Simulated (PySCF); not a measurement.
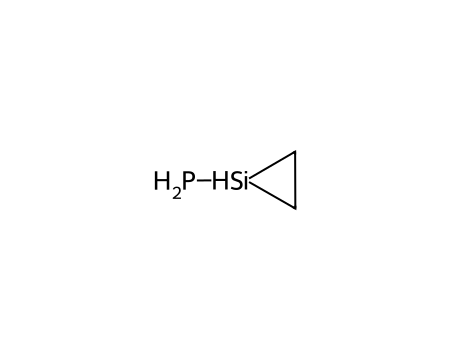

Computed geometry: PBE0-D3(BJ)/def2-SVP optimisation. No frequency run is at hand to confirm it as a minimum. Level of theory: EOM-CCSD/aug-cc-pVDZ, gas phase (PySCF 2.14.0).

What does the calculation give?

The species is C2H7PSi (`P[SiH]1CC1`).
- T1 diagnostic: 0.012

The run may have ended in an electronic state that isn't the lowest.
